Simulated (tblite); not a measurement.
**Run report: C4H7ClSi, geometry relaxation (part 1 of 3)**

- system: C4H7ClSi, SMILES C[SiH2]C#CCCl
- method: GFN2-xTB geometry optimisation, gas phase (tblite 0.8.0)

It belongs to a series of runs on one base structure; here: constitutional isomer.

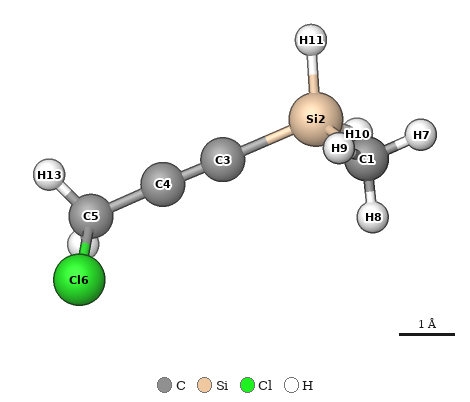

*The input geometry (ball-and-stick view, seen at a tilt; atoms are numbered from 1 in the order of the input).*

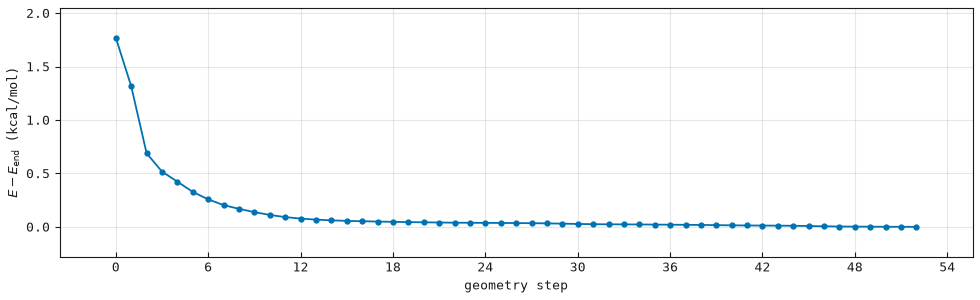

*Progress of the relaxation, step by step (steps are counted from 0).*

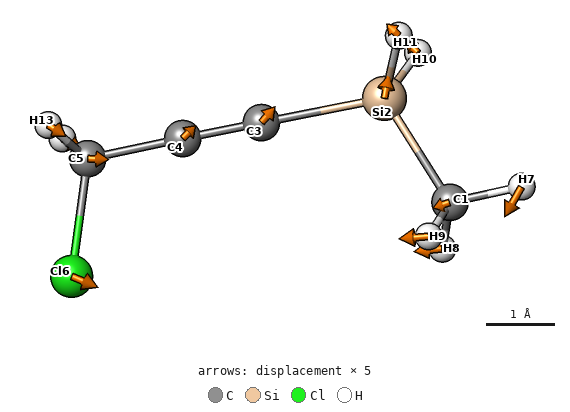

*The starting structure with the displacements as orange arrows, magnified 5 times (ball-and-stick view, seen on its broad side). The two geometries are laid on each other by the best rigid fit.*

After 52 geometry steps the energy has fallen by 1.77 kcal/mol. Largest force component: 1.2 eV/Å at the start, 0.005 eV/Å at the end. H7 moves most after the best rigid fit: 0.11 Å. Largest moves by element: H 0.11 Å, Cl 0.09 Å, Si 0.07 Å, C 0.07 Å. Among the contacts that change: C1–Si2 1.851 → 1.897 Å, Si2–H10 1.499 → 1.468 Å, C5–Cl6 1.778 → 1.807 Å, Si2–C3 1.879 → 1.852 Å. Among the angles that change: C1–Si2–C3 111.7° → 107.7°, H10–Si2–H11 107.1° → 111.1°, C3–Si2–H11 110.1° → 108.0°. (Atoms are counted from 1 in the order of the input.)

These pictures come from the run below.

Input
```
{"job": {"kind": "relax", "xc": "GFN2-xTB", "basis": "xTB"}, "charge": 0, "multiplicity": 1}
C     -1.829400    -1.734000     0.390300
Si    -1.506200     0.000300     0.951500
C      0.196900     0.595600     0.424700
C      1.273900     0.977500     0.058000
C      2.596800     1.420100    -0.357900
Cl     3.373600     0.117500    -1.285200
H     -2.827400    -2.062500     0.712000
H     -1.094500    -2.427300     0.798800
H     -1.798900    -1.804600    -0.699300
H     -1.597600     0.052200     2.446900
H     -2.546800     0.903900     0.420400
H      3.231800     1.661600     0.490500
H      2.523400     2.300300    -1.004200
```

The first line tells a small driver script what to run in tblite; the rest is the geometry in Å.

Launch command:
```bash
OMP_NUM_THREADS=1 python <driver script> task.json out
```

What the program printed
```
step      E/eV     max force
  0    -498.94351    1.451
  1    -498.96322    2.444
  2    -498.99041    0.628
  3    -498.99783    0.187
  4    -499.00192    0.179
  5    -499.00606    0.220
  6    -499.00908    0.217
  7    -499.01143    0.119
  8    -499.01294    0.114
  9    -499.01427    0.108
 10    -499.01541    0.087
 11    -499.01629    0.073
 12    -499.01689    0.069
 13    -499.01731    0.065
 14    -499.01762    0.048
 15    -499.01782    0.039
 16    -499.01797    0.033
 17    -499.01810    0.033
 18    -499.01822    0.029
 19    -499.01832    0.026
 20    -499.01841    0.025
 21    -499.01849    0.027
 22    -499.01856    0.020
 23    -499.01860    0.016
 24    -499.01863    0.014
 25    -499.01867    0.015
 26    -499.01871    0.024
 27    -499.01876    0.034
 28    -499.01884    0.038
 29    -499.01895    0.031
 30    -499.01907    0.031
 31    -499.01917    0.023
 32    -499.01922    0.021
 33    -499.01925    0.017
 34    -499.01928    0.016
 35    -499.01933    0.017
 36    -499.01938    0.019
 37    -499.01942    0.023
 38    -499.01948    0.023
 39    -499.01955    0.030
 40    -499.01963    0.028
 41    -499.01969    0.025
 42    -499.01972    0.023
 43    -499.01976    0.019
 44    -499.01981    0.031
 45    -499.01991    0.041
 46    -499.02003    0.037
 47    -499.02011    0.021
 48    -499.02015    0.019
 49    -499.02018    0.014
 50    -499.02021    0.017
 51    -499.02023    0.013
 52    -499.02024    0.006
```

Trajectory as extended XYZ (Å, eV, eV/Å), 53 frames, from step=0 to step=52
```
13
Properties=species:S:1:pos:R:3:forces:R:3 step=0 energy=-498.94351
C    -1.8294   -1.7340    0.3903   -0.3110  -0.9000  -0.3680
Si   -1.5062    0.0003    0.9515    0.3040   1.2130   0.7350
C     0.1969    0.5956    0.4247   -1.0160  -0.3930   0.2500
C     1.2739    0.9775    0.0580    0.7890   0.4110  -0.0670
C     2.5968    1.4201   -0.3579   -0.6590   0.1970   0.0730
Cl    3.3736    0.1175   -1.2852    0.2740  -0.2640  -0.2300
H    -2.8274   -2.0625    0.7120    0.3620   0.0390  -0.1040
H    -1.0945   -2.4273    0.7988   -0.1250  -0.0120  -0.1040
H    -1.7989   -1.8046   -0.6993    0.0200  -0.1110   0.1620
H    -1.5976    0.0522    2.4469    0.1600   0.0160  -0.4270
H    -2.5468    0.9039    0.4204    0.1930  -0.0190  -0.0530
H     3.2318    1.6616    0.4905    0.0420  -0.0910   0.1760
H     2.5234    2.3003   -1.0042   -0.0330  -0.0860  -0.0430
13
Properties=species:S:1:pos:R:3:forces:R:3 step=1 energy=-498.96322
C    -1.8339   -1.7469    0.3850    0.0290   0.0390  -0.0180
Si   -1.5018    0.0176    0.9620   -0.1090   0.2740   0.3620
C     0.1824    0.5899    0.4283    1.8340   0.6400  -0.6720
C     1.2852    0.9834    0.0570   -2.1880  -0.6270   0.8910
C     2.5873    1.4229   -0.3569   -0.0020   0.1980   0.0600
Cl    3.3775    0.1137   -1.2885    0.2090  -0.1640  -0.1670
H    -2.8222   -2.0620    0.7105    0.0690  -0.0790  -0.0290
H    -1.0963   -2.4275    0.7973   -0.0430  -0.1140  -0.0640
H    -1.7987   -1.8062   -0.6969    0.0150  -0.1330  -0.0570
H    -1.5953    0.0524    2.4408    0.1420   0.0410  -0.1890
H    -2.5440    0.9036    0.4196    0.1300   0.0490  -0.0640
H     3.2324    1.6603    0.4930   -0.0470  -0.1060   0.0380
H     2.5229    2.2991   -1.0048   -0.0380  -0.0180  -0.0900
13
Properties=species:S:1:pos:R:3:forces:R:3 step=2 energy=-498.99041
C    -1.8362   -1.7541    0.3818    0.2430   0.5520   0.1740
Si   -1.5003    0.0304    0.9716   -0.0190  -0.1930  -0.0620
C     0.1909    0.5926    0.4241   -0.5110  -0.1670   0.1360
C     1.2715    0.9810    0.0647    0.3790   0.2670   0.0000
C     2.5818    1.4264   -0.3557   -0.0810  -0.0810   0.1460
Cl    3.3817    0.1099   -1.2920    0.0730  -0.0040  -0.0410
H    -2.8185   -2.0624    0.7094   -0.1200  -0.1430   0.0210
H    -1.0977   -2.4287    0.7959    0.0070  -0.1610  -0.0380
H    -1.7984   -1.8083   -0.6961    0.0130  -0.1300  -0.1750
H    -1.5926    0.0529    2.4354    0.1320   0.0620   0.0460
H    -2.5412    0.9039    0.4186    0.0870   0.1070  -0.0760
H     3.2323    1.6586    0.4949   -0.1310  -0.1170  -0.0350
H     2.5223    2.2982   -1.0060   -0.0740   0.0060  -0.0970
13
Properties=species:S:1:pos:R:3:forces:R:3 step=3 energy=-498.99783
C    -1.8330   -1.7466    0.3842    0.0670   0.1720   0.0280
Si   -1.5010    0.0270    0.9704   -0.0150   0.0080   0.0280
C     0.1885    0.5919    0.4246   -0.1540  -0.0420   0.0180
C     1.2723    0.9828    0.0658    0.0080   0.1170   0.1160
C     2.5817    1.4254   -0.3541   -0.0940  -0.0170   0.0270
Cl    3.3825    0.1100   -1.2924    0.0670  -0.0040  -0.0340
H    -2.8203   -2.0642    0.7097    0.0510  -0.0600  -0.0240
H    -1.0976   -2.4306    0.7955   -0.0310  -0.0840  -0.0560
H    -1.7982   -1.8098   -0.6984    0.0170  -0.0910  -0.0250
H    -1.5912    0.0537    2.4362    0.1280   0.0580   0.0160
H    -2.5403    0.9052    0.4177    0.0980   0.0870  -0.0660
H     3.2307    1.6572    0.4943   -0.0790  -0.0980   0.0200
H     2.5215    2.2983   -1.0071   -0.0630  -0.0470  -0.0480
13
Properties=species:S:1:pos:R:3:forces:R:3 step=4 energy=-499.00192
C    -1.8308   -1.7413    0.3852   -0.0030  -0.0540  -0.0430
Si   -1.5014    0.0276    0.9718   -0.0280   0.0600   0.0220
C     0.1856    0.5912    0.4245    0.0070   0.0190  -0.0250
C     1.2708    0.9856    0.0697   -0.1210   0.0410   0.1260
C     2.5789    1.4252   -0.3528   -0.0560  -0.0160  -0.0290
Cl    3.3847    0.1095   -1.2937    0.0260   0.0280  -0.0020
H    -2.8193   -2.0661    0.7092    0.1110  -0.0080  -0.0380
H    -1.0983   -2.4332    0.7940   -0.0470  -0.0180  -0.0600
H    -1.7978   -1.8126   -0.6996    0.0210  -0.0470   0.0490
H    -1.5876    0.0552    2.4362    0.1180   0.0570   0.0440
H    -2.5375    0.9076    0.4159    0.0910   0.0850  -0.0590
H     3.2285    1.6545    0.4948   -0.0600  -0.0800   0.0300
H     2.5197    2.2973   -1.0087   -0.0610  -0.0680  -0.0180
13
Properties=species:S:1:pos:R:3:forces:R:3 step=5 energy=-499.00606
C    -1.8282   -1.7368    0.3853   -0.0470  -0.2000  -0.0790
Si   -1.5022    0.0304    0.9743   -0.0460   0.0360  -0.0090
C     0.1814    0.5903    0.4243    0.1070   0.0630  -0.0390
C     1.2675    0.9901    0.0767   -0.1550  -0.0220   0.0780
C     2.5742    1.4246   -0.3516   -0.0030  -0.0300  -0.0580
Cl    3.3880    0.1093   -1.2954   -0.0340   0.0640   0.0400
H    -2.8159   -2.0686    0.7078    0.1110   0.0320  -0.0340
H    -1.1003   -2.4366    0.7909   -0.0250   0.0320  -0.0420
H    -1.7968   -1.8168   -0.7001    0.0260   0.0060   0.0750
H    -1.5808    0.0583    2.4369    0.0990   0.0570   0.0810
H    -2.5322    0.9122    0.4124    0.0680   0.0880  -0.0510
H     3.2245    1.6494    0.4959   -0.0430  -0.0510   0.0270
H     2.5164    2.2947   -1.0110   -0.0580  -0.0750   0.0120
13
Properties=species:S:1:pos:R:3:forces:R:3 step=6 energy=-499.00908
C    -1.8264   -1.7355    0.3845   -0.0450  -0.2010  -0.0670
Si   -1.5037    0.0327    0.9761   -0.0460  -0.0150  -0.0200
C     0.1780    0.5902    0.4240    0.0950   0.0650  -0.0220
C     1.2640    0.9941    0.0832   -0.0950  -0.0490   0.0040
C     2.5701    1.4233   -0.3512    0.0230  -0.0360  -0.0420
Cl    3.3901    0.1103   -1.2960   -0.0720   0.0680   0.0580
H    -2.8117   -2.0703    0.7061    0.0500   0.0350  -0.0170
H    -1.1021   -2.4392    0.7877    0.0200   0.0390  -0.0130
H    -1.7954   -1.8203   -0.6997    0.0270   0.0380   0.0390
H    -1.5733    0.0619    2.4389    0.0810   0.0530   0.0790
H    -2.5266    0.9177    0.4086    0.0460   0.0870  -0.0430
H     3.2203    1.6443    0.4972   -0.0290  -0.0230   0.0170
H     2.5125    2.2913   -1.0129   -0.0530  -0.0610   0.0270
13
Properties=species:S:1:pos:R:3:forces:R:3 step=7 energy=-499.01143
C    -1.8252   -1.7370    0.3829   -0.0180  -0.1140  -0.0280
Si   -1.5058    0.0337    0.9770   -0.0260  -0.0490  -0.0100
C     0.1753    0.5907    0.4238    0.0190   0.0370   0.0100
C     1.2608    0.9971    0.0880   -0.0080  -0.0580  -0.0650
C     2.5670    1.4214   -0.3512    0.0180  -0.0260   0.0000
Cl    3.3904    0.1124   -1.2955   -0.0810   0.0370   0.0490
H    -2.8079   -2.0714    0.7046   -0.0320   0.0110   0.0040
H    -1.1029   -2.4409    0.7849    0.0680   0.0190   0.0180
H    -1.7938   -1.8226   -0.6992    0.0260   0.0490  -0.0240
H    -1.5654    0.0660    2.4421    0.0620   0.0460   0.0380
H    -2.5211    0.9241    0.4045    0.0320   0.0740  -0.0310
H     3.2161    1.6396    0.4985   -0.0140   0.0040   0.0110
H     2.5082    2.2874   -1.0140   -0.0450  -0.0300   0.0280
13
Properties=species:S:1:pos:R:3:forces:R:3 step=8 energy=-499.01294
C    -1.8248   -1.7397    0.3816    0.0060  -0.0210   0.0060
Si   -1.5076    0.0331    0.9772   -0.0030  -0.0470   0.0050
C     0.1737    0.5917    0.4241   -0.0470   0.0070   0.0310
C     1.2590    0.9979    0.0896    0.0380  -0.0580  -0.0900
C     2.5656    1.4197   -0.3513   -0.0030  -0.0070   0.0340
Cl    3.3889    0.1144   -1.2942   -0.0650  -0.0080   0.0230
H    -2.8063   -2.0720    0.7038   -0.0760  -0.0160   0.0110
H    -1.1021   -2.4416    0.7836    0.0850  -0.0010   0.0300
H    -1.7923   -1.8231   -0.6995    0.0220   0.0430  -0.0610
H    -1.5594    0.0694    2.4449    0.0480   0.0380  -0.0080
H    -2.5170    0.9294    0.4014    0.0330   0.0510  -0.0170
H     3.2132    1.6367    0.4995   -0.0030   0.0210   0.0120
H     2.5046    2.2845   -1.0142   -0.0360   0.0000   0.0220
13
Properties=species:S:1:pos:R:3:forces:R:3 step=9 energy=-499.01427
C    -1.8246   -1.7429    0.3805    0.0190   0.0500   0.0290
Si   -1.5091    0.0315    0.9773    0.0140  -0.0240   0.0130
C     0.1722    0.5929    0.4247   -0.0790  -0.0160   0.0370
C     1.2576    0.9969    0.0892    0.0420  -0.0570  -0.0810
C     2.5645    1.4181   -0.3508   -0.0270   0.0130   0.0520
Cl    3.3863    0.1160   -1.2926   -0.0360  -0.0520  -0.0070
H    -2.8064   -2.0726    0.7032   -0.0750  -0.0380   0.0050
H    -1.0996   -2.4420    0.7831    0.0720  -0.0090   0.0260
H    -1.7906   -1.8224   -0.7006    0.0160   0.0290  -0.0600
H    -1.5535    0.0730    2.4471    0.0350   0.0280  -0.0450
H    -2.5131    0.9348    0.3986    0.0410   0.0210   0.0000
H     3.2109    1.6350    0.5007    0.0030   0.0310   0.0160
H     2.5010    2.2821   -1.0137   -0.0250   0.0250   0.0160
13
Properties=species:S:1:pos:R:3:forces:R:3 step=10 energy=-499.01541
C    -1.8243   -1.7454    0.3798    0.0190   0.0780   0.0330
Si   -1.5103    0.0299    0.9775    0.0190   0.0020   0.0090
C     0.1704    0.5940    0.4256   -0.0670  -0.0260   0.0260
C     1.2563    0.9944    0.0873    0.0150  -0.0530  -0.0470
C     2.5632    1.4171   -0.3497   -0.0380   0.0210   0.0440
Cl    3.3831    0.1163   -1.2912   -0.0110  -0.0760  -0.0260
H    -2.8076   -2.0737    0.7028   -0.0350  -0.0470  -0.0110
H    -1.0961   -2.4422    0.7832    0.0340   0.0000   0.0090
H    -1.7888   -1.8210   -0.7025    0.0100   0.0160  -0.0230
H    -1.5478    0.0766    2.4482    0.0220   0.0190  -0.0600
H    -2.5089    0.9398    0.3962    0.0460  -0.0060   0.0150
H     3.2091    1.6342    0.5020    0.0010   0.0340   0.0180
H     2.4974    2.2804   -1.0128   -0.0150   0.0390   0.0140
13
Properties=species:S:1:pos:R:3:forces:R:3 step=11 energy=-499.01629
C    -1.8240   -1.7466    0.3797    0.0080   0.0630   0.0230
Si   -1.5109    0.0288    0.9780    0.0110   0.0160  -0.0020
C     0.1684    0.5947    0.4267   -0.0250  -0.0250   0.0060
C     1.2549    0.9911    0.0851   -0.0150  -0.0430  -0.0090
C     2.5616    1.4168   -0.3482   -0.0310   0.0130   0.0160
Cl    3.3803    0.1152   -1.2905   -0.0010  -0.0690  -0.0240
H    -2.8090   -2.0753    0.7021    0.0180  -0.0420  -0.0280
H    -1.0929   -2.4422    0.7834   -0.0080   0.0200  -0.0100
H    -1.7872   -1.8195   -0.7041    0.0060   0.0090   0.0240
H    -1.5429    0.0799    2.4479    0.0110   0.0130  -0.0490
H    -2.5046    0.9436    0.3947    0.0420  -0.0200   0.0220
H     3.2077    1.6343    0.5035   -0.0080   0.0280   0.0130
H     2.4943    2.2798   -1.0117   -0.0070   0.0360   0.0180
13
Properties=species:S:1:pos:R:3:forces:R:3 step=12 energy=-499.01689
C    -1.8236   -1.7464    0.3800   -0.0030   0.0280   0.0080
Si   -1.5112    0.0285    0.9783    0.0010   0.0170  -0.0110
C     0.1667    0.5946    0.4274    0.0150  -0.0210  -0.0120
C     1.2536    0.9881    0.0835   -0.0250  -0.0270   0.0150
C     2.5598    1.4168   -0.3468   -0.0120  -0.0030  -0.0120
Cl    3.3783    0.1131   -1.2905   -0.0060  -0.0400  -0.0080
H    -2.8095   -2.0772    0.7011    0.0510  -0.0320  -0.0340
H    -1.0908   -2.4417    0.7833   -0.0310   0.0360  -0.0180
H    -1.7859   -1.8184   -0.7047    0.0040   0.0090   0.0500
H    -1.5393    0.0824    2.4468    0.0030   0.0090  -0.0240
H    -2.5009    0.9459    0.3940    0.0260  -0.0170   0.0200
H     3.2065    1.6348    0.5047   -0.0200   0.0180   0.0030
H     2.4920    2.2800   -1.0107   -0.0030   0.0230   0.0230
13
Properties=species:S:1:pos:R:3:forces:R:3 step=13 energy=-499.01731
C    -1.8233   -1.7454    0.3804   -0.0090  -0.0010  -0.0030
Si   -1.5113    0.0287    0.9784   -0.0040   0.0110  -0.0100
C     0.1654    0.5940    0.4278    0.0360  -0.0200  -0.0220
C     1.2525    0.9857    0.0827   -0.0160  -0.0090   0.0210
C     2.5582    1.4166   -0.3460    0.0050  -0.0170  -0.0280
Cl    3.3769    0.1109   -1.2907   -0.0150  -0.0100   0.0080
H    -2.8088   -2.0793    0.6998    0.0530  -0.0230  -0.0290
H    -1.0900   -2.4409    0.7829   -0.0290   0.0380  -0.0140
H    -1.7850   -1.8175   -0.7043    0.0050   0.0140   0.0470
H    -1.5366    0.0843    2.4455   -0.0020   0.0080   0.0010
H    -2.4978    0.9472    0.3938    0.0060  -0.0050   0.0110
H     3.2051    1.6355    0.5056   -0.0280   0.0080  -0.0070
H     2.4903    2.2806   -1.0095   -0.0020   0.0070   0.0240
13
Properties=species:S:1:pos:R:3:forces:R:3 step=14 energy=-499.01762
C    -1.8231   -1.7444    0.3808   -0.0080  -0.0130  -0.0070
Si   -1.5115    0.0289    0.9783   -0.0020   0.0070  -0.0020
C     0.1647    0.5931    0.4277    0.0360  -0.0220  -0.0230
C     1.2518    0.9840    0.0825    0.0020   0.0050   0.0170
C     2.5571    1.4161   -0.3459    0.0130  -0.0210  -0.0280
Cl    3.3757    0.1091   -1.2907   -0.0190   0.0090   0.0170
H    -2.8075   -2.0813    0.6983    0.0310  -0.0180  -0.0160
H    -1.0899   -2.4396    0.7823   -0.0110   0.0290  -0.0030
H    -1.7842   -1.8166   -0.7033    0.0070   0.0170   0.0210
H    -1.5347    0.0859    2.4447   -0.0060   0.0060   0.0160
H    -2.4954    0.9482    0.3939   -0.0130   0.0070   0.0030
H     3.2036    1.6360    0.5061   -0.0280  -0.0010  -0.0120
H     2.4890    2.2812   -1.0083   -0.0020  -0.0030   0.0190
```
